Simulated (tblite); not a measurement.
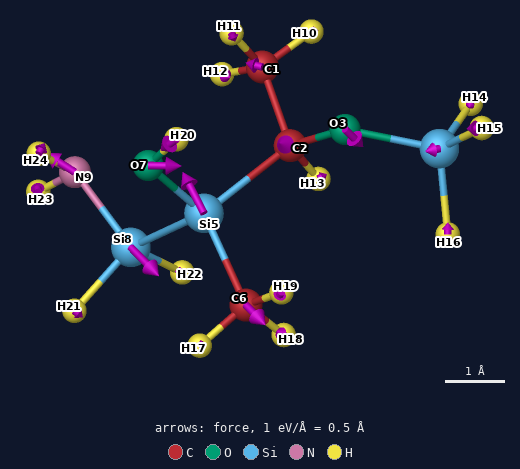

Starting geometry of C3H15NO2Si3 with the computed forces as purple arrows. A ball-and-stick model, seen at a tilt.

Theory: tblite 0.8.0, GFN2-xTB geometry optimisation, gas phase. 

Is this structure relaxed? If not, where do the atoms go?

It isn't relaxed: the largest force vector, on a Si atom, is 1.71 eV/Å. The final displacements have little in common with the starting forces (cosine between the two patterns 0.11). The largest move after the best rigid fit is that of an H atom, 1.79 Å. By element the largest moves are H 1.79 Å, C 0.84 Å, Si 0.80 Å, N 0.55 Å, O 0.42 Å. Among the contacts that change: C–Si 1.859 → 1.908 Å, Si–Si 2.342 → 2.299 Å, O–Si 1.655 → 1.614 Å, C–Si 1.970 → 1.932 Å. Among the angles between lasting bonds that change: C–O–Si 119.9° → 131.0°, Si–N–H 109.8° → 119.8°, O–Si–H 109.0° → 99.1°. Groups turn about C–O by about 45°, C–Si by about 20°. Over 274 geometry steps the energy falls by 0.507 eV.
